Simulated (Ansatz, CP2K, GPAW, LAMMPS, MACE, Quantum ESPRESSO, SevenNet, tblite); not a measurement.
# Running amorphous Ge (66 atoms) with CP2K, part 3 of 3

How do the settings of CP2K change the result for amorphous Ge (66 atoms)? A plane-wave run serves as the yardstick.

Program: CP2K 2026.2; the method stands at each step. Banners, paths, timers and routine set-up lines are dropped from the logs unmarked, and long logs keep their key lines alone; longer cuts are marked.

So far. Step 6 (PBE, DZVP-MOLOPT (SR for Ge), 350/50 Ry …): Against the first run (13 %), the force difference from the reference is 11 %, at 0.69 times the CPU time, with 858 basis functions against 858; this set comes with other potentials too, so the change isn't the basis's alone. Step 7 (PBE, DZVP-UZH, 350/20 Ry, diagonalisation): Against the first run (13 %), the force difference from the reference is 14 %, at 0.67 times the CPU time: the grid matters here.

### 8. PBE, DZVP-UZH, 122/50 Ry, diagonalisation

Method: Kohn-Sham DFT, PBE, GTH-PBE pseudopotentials, Gaussian and plane waves, DZVP-MOLOPT (UZH set), diagonalisation.

input.inp reads:

```
&GLOBAL
  PROJECT cell
  RUN_TYPE ENERGY_FORCE
  PRINT_LEVEL LOW
&END GLOBAL
&FORCE_EVAL
  METHOD QS
  STRESS_TENSOR ANALYTICAL
  &DFT
    BASIS_SET_FILE_NAME BASIS_MOLOPT_UZH
    POTENTIAL_FILE_NAME POTENTIAL_UZH
    &MGRID
      CUTOFF 122
      REL_CUTOFF 50
    &END MGRID
    &QS
      EPS_DEFAULT 1.0E-12
    &END QS
    &SCF
      SCF_GUESS ATOMIC
      EPS_SCF 5.0E-06
      MAX_SCF 200
      ADDED_MOS 29
      &DIAGONALIZATION
        ALGORITHM STANDARD
      &END DIAGONALIZATION
      &SMEAR ON
        METHOD FERMI_DIRAC
        ELECTRONIC_TEMPERATURE [K] 580
      &END SMEAR
      &MIXING
        METHOD BROYDEN_MIXING
        ALPHA 0.15
        NBROYDEN 12
      &END MIXING
      &PRINT
        &RESTART OFF
        &END RESTART
      &END PRINT
    &END SCF
    &XC
      &XC_FUNCTIONAL PBE
      &END XC_FUNCTIONAL
    &END XC
    &PRINT
      &MULLIKEN ON
      &END MULLIKEN
      &HIRSHFELD ON
        SHAPE_FUNCTION DENSITY
      &END HIRSHFELD
      &MO ON
        EIGENVALUES T
        OCCUPATION_NUMBERS T
        MO_INDEX_RANGE 121 144
        &EACH
          QS_SCF 0
        &END EACH
        ADD_LAST NUMERIC
      &END MO
    &END PRINT
  &END DFT
  &SUBSYS
    &CELL
      A 11.53150 0.00000 0.00000
      B 0.00000 11.53150 0.00000
      C 0.00000 0.00000 11.53150
    &END CELL
    &COORD
[... 66 atom lines left out: the same atoms as in the first run ...]
    &END COORD
    &KIND Ge
      BASIS_SET DZVP-MOLOPT-PBE-GTH-q4
      POTENTIAL GTH-PBE-q4
    &END KIND
  &END SUBSYS
  &PRINT
    &FORCES ON
    &END FORCES
    &STRESS_TENSOR ON
    &END STRESS_TENSOR
  &END PRINT
&END FORCE_EVAL
```

Started as:

```bash
$ OMP_NUM_THREADS=2 cp2k.psmp -i input.inp > output.txt
```

Numbers of over 12 decimals in the logs are rounded to 6 here.

Log:

```text
CP2K| version string:                                       CP2K version 2026.2
 CP2K| Input file name                                                 input.inp
 GLOBAL| Basis set file name                                    BASIS_MOLOPT_UZH
 GLOBAL| Potential file name                                       POTENTIAL_UZH
 GLOBAL| Run type                                                   ENERGY_FORCE
 GLOBAL| Total number of message passing processes                             1
 GLOBAL| Number of threads for this process                                    2
[... lines left out ...]
                        Smear method:                                FERMI_DIRAC
[... lines left out ...]
 Number of electrons:                                                        264
[... lines left out ...]
  Step     Update method      Time    Convergence         Total energy    Change
[... lines left out ...]
  *** SCF run converged in    17 steps ***
[... lines left out ...]
  Fermi energy:                                                 0.149370
  Total energy:                                              -258.720959
  Total energy (extrapolated to T->0):                       -258.716897
[... lines left out ...]
 MO| E(Fermi):            0.149370 a.u.          4.064563 eV
[... lines left out ...]
     66       Ge     1       4.000          4.012                        -0.012
  Total Charge                                                           -0.000
 !-----------------------------------------------------------------------------!
 ENERGY| Total FORCE_EVAL ( QS ) energy [hartree]           -258.720896
 FORCES| Atomic forces [hartree/bohr]
 FORCES|   Atom     x               y               z               |f|
 FORCES|      1  3.58425732E-03  1.26746734E-03  2.33368138E-03   4.46087915E-03
 FORCES|      2 -5.51308559E-03  1.92316188E-03  6.44033902E-03   8.69313701E-03
 FORCES|      3  1.96015902E-03 -3.92509434E-03  9.73783151E-04   4.49408974E-03
[...]
FORCES|     65  4.58489833E-03 -2.83817708E-04 -2.86330005E-03   5.41297814E-03
 FORCES|     66  2.38861621E-03 -4.06013672E-03 -2.02773827E-03   5.12853976E-03
 FORCES| Sum     6.32741493E-05  2.51522271E-04  3.94106682E-05
 FORCES| Total atomic force                                       2.62336181E-04
 STRESS| Analytical stress tensor [bar]
 STRESS|                        x                   y                   z
 STRESS|      x        4.43209199144E+04   2.56217840267E+03   2.75934072928E+03
 STRESS|      y        2.56217840267E+03   4.42785598787E+04   1.06386544002E+04
 STRESS|      z        2.75934072928E+03   1.06386544002E+04   2.01035994658E+04
 STRESS| 1/3 Trace                                             3.62343597530E+04
```

Elapsed: 97 s, on 2 threads of Intel Xeon Platinum 8259CL at 2.50GHz (Skylake/Cascade Lake), shared host; peak memory 0.81 GiB.

Against the reference:

```yaml
r_m_s_force_component: 0.2364 eV/Å
r_m_s_difference_of_force_components: 28.86 meV/Å
longest_difference_of_force_vectors: 94.13 meV/Å
force_difference_over_r_m_s_force: 12.51 %
slope_of_forces_against_the_reference_s: 1.017
correlation_of_force_components: 0.9927
pressure: 3.623 GPa
pressure_difference: 0.6076 GPa
energy_less_the_same_level_run_s: 0.0051 meV/atom
r_m_s_force_difference_from_the_same_level_run: 0.751 meV/Å
```

This is a coarse setting, run to see what it loses.

Against the first run (13 %), the force difference from the reference is 13 %, at 0.58 times the CPU time: the change moves forces by 0.75 meV/Å r.m.s., so most of the difference comes from elsewhere.

### 9. The ladder

Differences are against the plane-wave reference, forces as r.m.s. over components; share is that over the reference's r.m.s. force, slope the least-squares factor from reference forces to these. Total energies of different programs have different zeros and aren't compared.

| run | Δ force, r.m.s. (meV/Å) | share (%) | slope | Δ pressure (GPa) | cores | CPU time | memory (GiB) |
| --- | --- | --- | --- | --- | --- | --- | --- |
| reference | - | - | - | - | 4 | 2.4 min | 2.4 |
| CP2K PBE, DZVP-UZH, 350/50 Ry, diagonalisation | 28.9 | 12.5 | 1.017 | 0.608 | 2 | 5.2 min | 2.2 |
| CP2K PBE, TZV2P-UZH, 350/50 Ry, diagonalisation | 12.4 | 5.39 | 1.022 | 0.446 | 4 | 18 min | 5.0 |
| CP2K PBE, DZVP-UZH, 489/50 Ry, diagonalisation | 28.9 | 12.5 | 1.017 | 0.608 | 4 | 8.3 min | 5.0 |
| CP2K TPSS, PBE potentials, DZVP-UZH, 350/50 Ry, diagonalisation | 39.6 | 17.2 | 1.043 | 0.830 | 4 | 14 min | 3.8 |
| CP2K PBE, DZVP-MOLOPT (SR for Ge), 350/50 Ry, diagonalisation | 25.0 | 10.8 | 1.012 | 0.846 | 2 | 3.6 min | 2.2 |
| CP2K PBE, DZVP-UZH, 350/20 Ry, diagonalisation (coarse) | 31.6 | 13.7 | 1.021 | 0.69 | 2 | 3.5 min | 2.2 |
| CP2K PBE, DZVP-UZH, 122/50 Ry, diagonalisation (coarse) | 28.9 | 12.5 | 1.017 | 0.608 | 2 | 3 min | 0.81 |

Rows marked coarse were listed beforehand as settings not expected to be converged; some can still land near the reference.

CPU time is summed over cores on a shared host, where runs went side by side, so it is rough. Symmetry, cutoffs, thresholds, outputs and thread counts weren't matched or tuned between programs; memory under MPI is the largest rank's times the ranks.

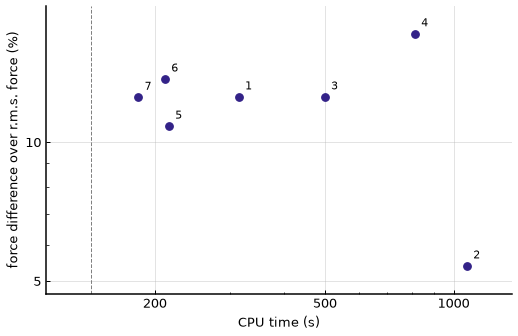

Force difference against CPU time; the dashed line marks the reference's time. Points: 1 CP2K PBE, DZVP-UZH, 350/50 Ry, diagonalisation; 2 CP2K PBE, TZV2P-UZH, 350/50 Ry, diagonalisation; 3 CP2K PBE, DZVP-UZH, 489/50 Ry, diagonalisation; 4 CP2K TPSS, PBE potentials, DZVP-UZH, 350/50 Ry, diagonalisation; 5 CP2K PBE, DZVP-MOLOPT (SR for Ge), 350/50 Ry, diagonalisation; 6 CP2K PBE, DZVP-UZH, 350/20 Ry, diagonalisation; 7 CP2K PBE, DZVP-UZH, 122/50 Ry, diagonalisation.

Within one program, basis, potentials and functional, energies share a zero. Each run against its twin at the usual cutoff or grid and solver:

| run | twin | Δ energy (meV/atom) | Δ force, r.m.s. (meV/Å) | CPU time over the twin's |
| --- | --- | --- | --- | --- |
| CP2K PBE, DZVP-UZH, 489/50 Ry, diagonalisation | DZVP-UZH, 350/50 Ry, diagonalisation | 1.0e-4 | 0.002 | 1.6 (this twin ran on 2 cores) |
| CP2K PBE, DZVP-UZH, 350/20 Ry, diagonalisation | DZVP-UZH, 350/50 Ry, diagonalisation | -2.08 | 12.2 | 0.67 |
| CP2K PBE, DZVP-UZH, 122/50 Ry, diagonalisation | DZVP-UZH, 350/50 Ry, diagonalisation | 0.0051 | 0.751 | 0.58 |

Further runs of this program without a result: CP2K GFN1-xTB, diagonalisation (not converged).

### 10. Summary of results

```
nearest in forces : CP2K PBE, TZV2P-UZH, 350/50 Ry, diagonalisation, 5.4 %
its CPU time      : 18 min
```

The PBE runs in local orbitals, coarse settings apart, differ by 5.4 % (CP2K PBE, TZV2P-UZH, 350/50 Ry, diagonalisation) to 13 % (CP2K PBE, DZVP-UZH, 350/50 Ry, diagonalisation); basis, grid and potentials can all enter. Rows with another functional or a dispersion term differ by 17 % (CP2K TPSS, PBE potentials, DZVP-UZH, 350/50 Ry, diagonalisation), which mixes the change of model with differences of basis and potentials, some of them made for another functional. Runs with settings chosen to be coarse differ by 13 % (CP2K PBE, DZVP-UZH, 122/50 Ry, diagonalisation) to 14 % (CP2K PBE, DZVP-UZH, 350/20 Ry, diagonalisation), their programs' other errors included. None of the electronic-structure runs in the table takes under half the reference's CPU time of 2.4 min; they take 1.3 to 7.6 times as much. The potentials hold different valence shells: 924 electrons in the reference, 264 in CP2K with DZVP-MOLOPT; this bears on time and differences. The quench rate of 5 K/ps is many orders above laboratory rates, so the cell is likely richer in defects and strain than a real sample. The network of bonds at the start is that of the classical potential that made the cell, and needn't be the one that DFT or experiment would give. The reference's pressure of 3.0 GPa belongs to a cell and atoms that aren't relaxed at this level. The electronic-structure runs sample only Γ, in a cell whose shortest periodic width is 12 Å, which is coarse for a cell with partly filled levels.

[Also dropped from logs without a mark: logging warnings of Python, and SIESTA's first energy breakdown and zero terms.]

[Logs are printed without paths, hosts, clocks, repeated set-up lines and the standing remarks that a program may print on its own settings, such as how far it seeks lower states.]

[Hosts, paths, dates, database ids (printed as entryN), source tags and the programs' standing remarks are cut or masked in the printed files.]
